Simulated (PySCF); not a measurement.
# One shape, several levels: CH8AlB2N (SMILES BC[N](B)[AlH2])

We compute a comparison of 6 runs (HF/STO-3G, HF/3-21G, M06-2X/3-21G, B3LYP/6-31G*, PBE/6-31+G*, PBE0/def2-SVP) of CH8AlB2N. Input form: a Python script.

The results are computed with PySCF 2.14.0.

## Step 1: The system as given

The species is CH8AlB2N (13 atoms), meant as a singlet with charge 0. As SMILES, `BC[N](B)[AlH2]`. The coordinates come from a PBE0-D4/def2-TZVP relaxation. This is one conformer, not always the lowest.

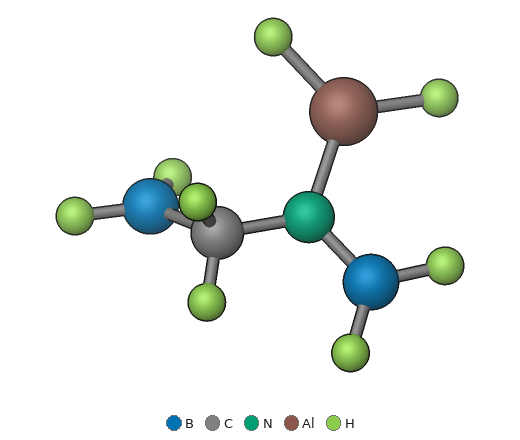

The structure, seen from a chosen angle (boron blue, carbon grey, nitrogen teal, aluminium brown, hydrogen green).

## Step 2: Energy and forces at HF/STO-3G (run 1)

calc.py

```python
# BC[N](B)[AlH2]
from pyscf import gto, scf

mol = gto.M(
    atom='''
B   -1.405900   0.234500   1.376100
C    0.047800  -0.195100   1.052800
N    0.459900  -0.199600  -0.348700
B    1.079200  -1.311000  -0.926500
Al   0.145700   1.250500  -1.389600
H   -1.759000   0.286600   2.517800
H   -2.190800   0.499000   0.507600
H    0.184900  -1.199800   1.487500
H    0.721400   0.429100   1.662800
H    1.306200  -2.292800  -0.269800
H    1.375800  -1.267200  -2.089700
H    0.385200   1.177600  -2.945600
H   -0.330100   2.553400  -0.619900
''',
    max_memory=1860,
    basis='sto-3g',
    spin=0,
    verbose=3,
)

myscf = scf.RHF(mol)
myscf.conv_tol = 1e-10
myscf.kernel()
if not myscf.converged:
    myscf = myscf.newton().run(myscf.mo_coeff, myscf.mo_occ)

energy = myscf.e_tot
print('E = %.10f Eh' % energy)
grad = myscf.nuc_grad_method().kernel()
dip = myscf.dip_moment()
pop, q = myscf.mulliken_pop()
```

Started as:

```sh
$ OMP_NUM_THREADS=1 python calc.py
```

What it wrote:

```text
converged SCF energy = -383.609424955195
E = -383.6094249552 Eh
--------------- RHF gradients ---------------
         x                y                z
0 B     0.0380494511    -0.0096141847    -0.0067414397
1 C    -0.0186515741     0.0121901903    -0.0259680547
2 N    -0.0110696816    -0.0013994045     0.0515968344
3 B     0.0010602306     0.0024064097    -0.0072528838
4 Al     0.0041424467    -0.0238226112     0.0067078359
5 H    -0.0057871245     0.0005061008     0.0218568200
6 H    -0.0147967874     0.0048636400    -0.0182228207
7 H     0.0025107986    -0.0063977658     0.0037810458
8 H     0.0028136663     0.0003767424     0.0041118101
9 H     0.0037578986    -0.0195714754     0.0169651781
10 H     0.0050973510     0.0026611265    -0.0249255272
11 H     0.0070835984    -0.0014654165    -0.0459988393
12 H    -0.0142102737     0.0392666485     0.0240900411
----------------------------------------------
Dipole moment(X, Y, Z, Debye): -0.58387,  1.50257,  0.43435
 ** Mulliken pop  **
pop of  0 B 1s            1.99104
pop of  0 B 2s            0.98903
pop of  0 B 2px           0.76357
pop of  0 B 2py           0.11593
pop of  0 B 2pz           0.88629
pop of  1 C 1s            1.99197
pop of  1 C 2s            1.18313
pop of  1 C 2px           1.07435
pop of  1 C 2py           1.02254
pop of  1 C 2pz           0.86757
pop of  2 N 1s            1.99518
pop of  2 N 2s            1.55190
pop of  2 N 2px           1.49912
pop of  2 N 2py           1.37846
pop of  2 N 2pz           1.12725
pop of  3 B 1s            1.99079
pop of  3 B 2s            0.90875
pop of  3 B 2px           0.40657
pop of  3 B 2py           0.68081
pop of  3 B 2pz           0.79363
pop of  4 Al 1s           1.99946
pop of  4 Al 2s           1.98236
pop of  4 Al 3s           0.95528
pop of  4 Al 2px          1.92822
pop of  4 Al 2py          1.94002
pop of  4 Al 2pz          1.94267
pop of  4 Al 3px          0.18249
pop of  4 Al 3py          0.48416
pop of  4 Al 3pz          0.59319
pop of  5 H 1s            1.06775
pop of  6 H 1s            1.08045
pop of  7 H 1s            0.92990
pop of  8 H 1s            0.94541
pop of  9 H 1s            1.10564
pop of  10 H 1s           1.10846
pop of  11 H 1s           1.25858
pop of  12 H 1s           1.27806
 ** Mulliken atomic charges  **
charge of    0B =      0.25413
charge of    1C =     -0.13956
charge of    2N =     -0.55192
charge of    3B =      0.21945
charge of    4Al =      0.99214
charge of    5H =     -0.06775
charge of    6H =     -0.08045
charge of    7H =      0.07010
charge of    8H =      0.05459
charge of    9H =     -0.10564
charge of   10H =     -0.10846
charge of   11H =     -0.25858
charge of   12H =     -0.27806
```

Run time: 6.3 s. Hardware: 1 thread of Intel Xeon at 2.50GHz (Skylake/Cascade Lake), shared host; peak memory 0.12 GiB.

## Step 3: Energy and forces at HF/3-21G (run 2)

run.py

```python
from pyscf import gto

molecule = gto.Mole()
molecule.atom = '''
B       -1.405900       0.234500       1.376100
C        0.047800      -0.195100       1.052800
N        0.459900      -0.199600      -0.348700
B        1.079200      -1.311000      -0.926500
Al       0.145700       1.250500      -1.389600
H       -1.759000       0.286600       2.517800
H       -2.190800       0.499000       0.507600
H        0.184900      -1.199800       1.487500
H        0.721400       0.429100       1.662800
H        1.306200      -2.292800      -0.269800
H        1.375800      -1.267200      -2.089700
H        0.385200       1.177600      -2.945600
H       -0.330100       2.553400      -0.619900
'''
molecule.basis = '3-21g'
molecule.verbose = 4
molecule.max_memory = 1860
molecule.build()

myscf = molecule.RHF()
myscf.conv_tol = 1e-10
myscf.kernel()
if not myscf.converged:
    myscf = myscf.newton().run(myscf.mo_coeff, myscf.mo_occ)

e_final = myscf.e_tot
print('E(%s) = %.9f' % ('HF', e_final))
grad = myscf.nuc_grad_method().kernel()
myscf.analyze()
```

Started as:

```sh
$ OMP_NUM_THREADS=1 python run.py
```

What it wrote:

```text
PySCF version 2.14.0

[... 81 lines left out ...]
Total Energy =                        -386.135621939003954
[... 8 lines left out ...]
MO #2   energy= -15.4682328832967  occ= 2
[... 6 lines left out ...]
MO #9   energy= -3.17573791768015  occ= 2
[... 6 lines left out ...]
MO #16  energy= -0.561518717460772 occ= 2
[... 6 lines left out ...]
MO #23  energy= 0.0578360185857045 occ= 0
[... 6 lines left out ...]
MO #30  energy= 0.300972536089091  occ= 0
[... 6 lines left out ...]
MO #37  energy= 0.409636180977899  occ= 0
[... 6 lines left out ...]
MO #44  energy= 0.701675749762094  occ= 0
[... 6 lines left out ...]
MO #51  energy= 1.15412434730932   occ= 0
[... 6 lines left out ...]
MO #58  energy= 1.45196926397379   occ= 0
[... 6 lines left out ...]
MO #65  energy= 2.86751002461452   occ= 0
[... 42 lines left out ...]
pop of  4 Al 2px          1.99983
pop of  4 Al 2py          1.99967
pop of  4 Al 2pz          1.99968
pop of  4 Al 3px          0.18874
pop of  4 Al 3py          0.52768
pop of  4 Al 3pz          0.69353
pop of  4 Al 4px          0.00098
pop of  4 Al 4py          0.00696
pop of  4 Al 4pz          0.00870
pop of  5 H 1s            1.01055
pop of  5 H 2s            0.00375
pop of  6 H 1s            1.01719
pop of  6 H 2s            0.00298
pop of  7 H 1s            0.87709
pop of  7 H 2s            0.00849
pop of  8 H 1s            0.88966
pop of  8 H 2s            0.00837
pop of  9 H 1s            1.03541
pop of  9 H 2s            0.00269
pop of  10 H 1s           1.03303
pop of  10 H 2s           0.00289
pop of  11 H 1s           1.14486
pop of  11 H 2s           0.00024
pop of  12 H 1s           1.16520
pop of  12 H 2s           0.00061
 ** Mulliken atomic charges  **
charge of    0B =      0.12297
charge of    1C =     -0.15021
charge of    2N =     -0.47484
charge of    3B =      0.03656
charge of    4Al =      0.66851
charge of    5H =     -0.01430
charge of    6H =     -0.02017
charge of    7H =      0.11442
charge of    8H =      0.10197
charge of    9H =     -0.03809
charge of   10H =     -0.03592
charge of   11H =     -0.14510
charge of   12H =     -0.16581
Dipole moment(X, Y, Z, Debye): -0.37695,  0.73606,  1.06407
```

It took 7.2 s on 1 thread of Intel Xeon at 2.50GHz (Skylake/Cascade Lake), shared host; peak memory 0.14 GiB.

Runs 3 to 5 aren't shown in full; the table further down has their settings and results.

## Step 4: Energy and forces at PBE0/def2-SVP (run 6)

start.xyz

```xyz
13
CH8AlB2N
B     -1.405900     0.234500     1.376100
C      0.047800    -0.195100     1.052800
N      0.459900    -0.199600    -0.348700
B      1.079200    -1.311000    -0.926500
Al     0.145700     1.250500    -1.389600
H     -1.759000     0.286600     2.517800
H     -2.190800     0.499000     0.507600
H      0.184900    -1.199800     1.487500
H      0.721400     0.429100     1.662800
H      1.306200    -2.292800    -0.269800
H      1.375800    -1.267200    -2.089700
H      0.385200     1.177600    -2.945600
H     -0.330100     2.553400    -0.619900
```

calc.py

```python
from pyscf import gto, dft

mol = gto.Mole()
mol.atom = 'start.xyz'
mol.basis = 'def2-svp'
mol.max_memory = 1860
mol.charge = 0
mol.verbose = 4
mol.build()

myscf = dft.RKS(mol, xc='pbe0')
myscf.conv_tol = 1e-10
myscf.grids.level = 5
myscf.kernel()
if not myscf.converged:
    myscf = myscf.newton().run(myscf.mo_coeff, myscf.mo_occ)

e_final = myscf.e_tot
print('E(%s) = %.9f' % ('PBE0', e_final))
grad = myscf.nuc_grad_method().kernel()
myscf.analyze()
```

Started as:

```sh
$ OMP_NUM_THREADS=1 python calc.py
```

What it wrote:

```text
PySCF version 2.14.0

[... 106 lines left out ...]
MO #4   energy= -6.80757853865491  occ= 2
[... 10 lines left out ...]
MO #15  energy= -0.426158600832551 occ= 2
[... 10 lines left out ...]
MO #26  energy= 0.0369554850397837 occ= 0
[... 10 lines left out ...]
MO #37  energy= 0.214542165324363  occ= 0
[... 10 lines left out ...]
MO #48  energy= 0.449814307444715  occ= 0
[... 10 lines left out ...]
MO #59  energy= 0.701854823849554  occ= 0
[... 10 lines left out ...]
MO #70  energy= 1.0053090133598    occ= 0
[... 10 lines left out ...]
MO #81  energy= 1.51057045009683   occ= 0
[... 10 lines left out ...]
MO #92  energy= 1.86476790365391   occ= 0
[... 10 lines left out ...]
MO #103 energy= 2.33583099170137   occ= 0
[... 10 lines left out ...]
MO #114 energy= 3.13436966220293   occ= 0
[... 91 lines left out ...]
pop of  8 H 1s            0.86541
pop of  8 H 2s            0.00756
pop of  8 H 2px           0.00059
pop of  8 H 2py           0.00040
pop of  8 H 2pz           0.00047
pop of  9 H 1s            1.00944
pop of  9 H 2s            0.00400
pop of  9 H 2px           0.00008
pop of  9 H 2py           0.00110
pop of  9 H 2pz           0.00047
pop of  10 H 1s           1.00410
pop of  10 H 2s           0.00451
pop of  10 H 2px          0.00013
pop of  10 H 2py          0.00006
pop of  10 H 2pz          0.00151
pop of  11 H 1s           1.12843
pop of  11 H 2s           0.00106
pop of  11 H 2px          0.00010
pop of  11 H 2py          0.00011
pop of  11 H 2pz          0.00270
pop of  12 H 1s           1.14713
pop of  12 H 2s           0.00082
pop of  12 H 2px          0.00025
pop of  12 H 2py          0.00175
pop of  12 H 2pz          0.00069
 ** Mulliken atomic charges  **
charge of    0B =      0.04720
charge of    1C =     -0.18337
charge of    2N =     -0.38594
charge of    3B =     -0.05765
charge of    4Al =      0.61576
charge of    5H =      0.00794
charge of    6H =      0.00309
charge of    7H =      0.13584
charge of    8H =      0.12557
charge of    9H =     -0.01510
charge of   10H =     -0.01031
charge of   11H =     -0.13239
charge of   12H =     -0.15063
Dipole moment(X, Y, Z, Debye): -0.22883,  0.67129,  1.09584
```

Wall time 1.7 min (1 thread of Intel Xeon at 2.50GHz (Skylake/Cascade Lake), shared host); peak memory 1.2 GiB.

## Step 5: All runs side by side

| run | level | integration grid | energy (Eh) | dipole moment (D) | HOMO energy (eV) | LUMO energy (eV) | wall time |
| --- | --- | --- | --- | --- | --- | --- | --- |
| 1 | HF/STO-3G | – | -383.609425 | 1.67 | -8.23 | 6.66 | 6.3 s |
| 2 | HF/3-21G | – | -386.135622 | 1.35 | -10.61 | 1.57 | 7.2 s |
| 3 | M06-2X/3-21G | 5 | -387.548652 | 1.48 | -8.92 | -0.66 | 61 s |
| 4 | B3LYP/6-31G* (spherical functions) | 5 | -389.819588 | 1.30 | -7.52 | -1.55 | 86 s |
| 5 | PBE/6-31+G* (spherical functions) | 5 | -389.418762 | 1.29 | -6.74 | -2.63 | 1.9 min |
| 6 | PBE0/def2-SVP | 5 | -389.307761 | 1.31 | -7.94 | -1.61 | 1.7 min |

## Step 6: Outcome

| quantity | value |
| --- | --- |
| run 6: total energy | -389.30776 Eh |
| run 6: dipole moment | 1.31 D |
| run 6: HOMO energy | -7.94 eV |
| run 6: LUMO energy | -1.61 eV |
| run 6: HOMO–LUMO gap | 6.33 eV |
| run 6: largest force on an atom | 0.321 eV/Å |

What this shows: The dipole moment (its size) runs from 1.29 D (PBE/6-31+G*) to 1.67 D (HF/STO-3G). The two ends differ in method and basis. The HOMO–LUMO gap runs from 4.11 eV (PBE/6-31+G*) to 14.90 eV (HF/STO-3G). Totals of different functionals can't be ranked against each other. In run 1 the basis is minimal, so the values are rough. All runs together took 6.2 min, the longest 1.9 min.
